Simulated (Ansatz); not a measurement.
# CH4F2OSi (SMILES C[Si](O)(F)F): SVWN5/cc-pVDZ

Aim: the vertical singlet–triplet gap of CH4F2OSi at SVWN5/cc-pVDZ, from 2 runs. 

Program for the calculation: Ansatz 0.2.0.

99 further runs of the same task are left out: 2 that didn't finish, 97 set aside as unsound or not needed. Runs told in other sessions of the task aren't counted.

## (1) Starting point

CH4F2OSi: 9 atoms, total charge 0, spin state singlet. As SMILES, `C[Si](O)(F)F`. The shape is that of a PBE0-D4/def2-TZVP optimisation. This is one conformer, not always the lowest.

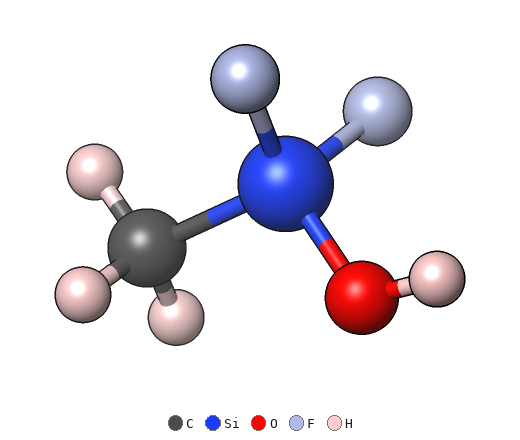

Viewed from a chosen angle; carbon dark grey, silicon blue, oxygen red, fluorine light blue, hydrogen pink.

## (2) A single-point energy at SVWN5/cc-pVDZ

Contents of run.yaml:

```yaml
crystal:
  periodic: [false, false, false]
  atoms:
    - {symbol: C, position_ang: [-1.189400, 0.338900, -0.162200]}
    - {symbol: Si, position_ang: [0.580100, -0.130700, -0.192500]}
    - {symbol: O, position_ang: [1.083400, -0.479900, 1.308000]}
    - {symbol: F, position_ang: [0.827400, -1.374000, -1.151900]}
    - {symbol: F, position_ang: [1.471900, 1.032700, -0.807900]}
    - {symbol: H, position_ang: [-1.795500, -0.480100, 0.229600]}
    - {symbol: H, position_ang: [-1.342100, 1.213300, 0.473300]}
    - {symbol: H, position_ang: [-1.540100, 0.577500, -1.168100]}
    - {symbol: H, position_ang: [1.992700, -0.743900, 1.454700]}
basis:
  gaussian: {orbitals: cc-pVDZ}
magnetization: {spin_polarized: false}
hamiltonian: {xc: {name: SVWN5}}
accuracy: high
output: {orbitals: {seedname: orbitals}}
```

Started as:

```
$ ansatz run run.yaml --threads 1 --pin off --max-ram 3480MiB --events-out events.jsonl --progress --plain --runs-dir runs
```

Output:

```text
Warning: RAYON_NUM_THREADS=1 ignored (pool sized by the plan → 1); use --threads N
Functional definition: SVWN5
  name "SVWN5"
  exchange = slater_x
  correlation = vwn5_c
2129 factors; integrals over basis functions are off by at most 3.5e-9 eV
mean field evaluation 1: about -16362.2572 eV, gradient 8.0e1 eV
mean field evaluation 2: about -16339.8444 eV, gradient 1.3e2 eV
mean field evaluation 4: about -16374.5032 eV, gradient 6.7e0 eV
mean field evaluation 8: about -16374.5759 eV, gradient 6.8e-1 eV
mean field evaluation 16: about -16374.5768 eV, gradient 2.1e-5 eV
mean field -16374.57677165 eV, -601.7545972713 hartree, gradient 4.2e-8 eV, S^2 0.000000; 0 other end points of the search recorded, 0 dependent functions left out
reference -16374.57677492 eV, -601.7545973917 hartree; 25, 25 occupied and 69, 69 virtual orbitals, 2129 factors
Total energy: -16374.57677492 eV, -601.7545973917 hartree
```

It took 5.7 s on 1 thread of Arm Neoverse V2, shared host; peak memory 0.25 GiB.

## (3) The triplet, same level

Contents of in.yaml:

```yaml
crystal:
  periodic: [false, false, false]
  atoms:
    - {symbol: C, position_ang: [-1.189400, 0.338900, -0.162200]}
    - {symbol: Si, position_ang: [0.580100, -0.130700, -0.192500]}
    - {symbol: O, position_ang: [1.083400, -0.479900, 1.308000]}
    - {symbol: F, position_ang: [0.827400, -1.374000, -1.151900]}
    - {symbol: F, position_ang: [1.471900, 1.032700, -0.807900]}
    - {symbol: H, position_ang: [-1.795500, -0.480100, 0.229600]}
    - {symbol: H, position_ang: [-1.342100, 1.213300, 0.473300]}
    - {symbol: H, position_ang: [-1.540100, 0.577500, -1.168100]}
    - {symbol: H, position_ang: [1.992700, -0.743900, 1.454700]}
basis:
  gaussian: {orbitals: cc-pVDZ}
magnetization: {spin_polarized: true, initial_magnetization: 2}
hamiltonian: {xc: {name: SVWN5}}
accuracy: high
output: {orbitals: {seedname: orbitals}}
```

Started as:

```
$ ansatz run in.yaml --threads 1 --pin off --max-ram 3480MiB --events-out events.jsonl --progress --plain --runs-dir runs
```

Output:

```text
Warning: RAYON_NUM_THREADS=1 ignored (pool sized by the plan → 1); use --threads N
[... 4 set-up lines as earlier in the session ...]
2129 factors; integrals over basis functions are off by at most 3.5e-9 eV
mean field evaluation 1: about -16353.2437 eV, gradient 5.3e1 eV
mean field evaluation 2: about -16315.0387 eV, gradient 1.0e2 eV
mean field evaluation 4: about -16359.4964 eV, gradient 3.3e1 eV
mean field evaluation 8: about -16363.2581 eV, gradient 2.0e1 eV
mean field evaluation 16: about -16366.0829 eV, gradient 1.0e0 eV
mean field evaluation 32: about -16364.7814 eV, gradient 7.9e0 eV
mean field evaluation 64: about -16366.1853 eV, gradient 1.3e-8 eV
mean field evaluation 96: about -16366.1726 eV, gradient 1.1e0 eV
mean field -16366.18566470 eV, -601.4462297788 hartree, gradient 2.2e-8 eV, S^2 2.001289; 8 other end points of the search recorded, 0 dependent functions left out
reference -16366.18566808 eV, -601.4462299027 hartree; 26, 24 occupied and 68, 70 virtual orbitals, 2129 factors
Total energy: -16366.18566808 eV, -601.4462299027 hartree
```

Run time: 21 s. Hardware: 1 thread of Arm Neoverse V2, shared host; peak memory 0.32 GiB.

## (4) What came out

Level: SVWN5/cc-pVDZ.

| quantity | value |
| --- | --- |
| singlet: total energy | -601.75460 Eh |
| singlet: HOMO energy | -7.95 eV |
| singlet: LUMO energy | 0.25 eV |
| singlet: HOMO–LUMO gap | 8.20 eV |
| triplet: total energy | -601.44623 Eh |
| triplet: HOMO energy (highest over α and β) | -0.75 eV |
| triplet: ⟨S²⟩ | 2.001 |
| vertical energy of the triplet above the singlet | 8.391 eV |

At this shape the triplet lies 8.39 eV (194 kcal/mol) above the singlet.
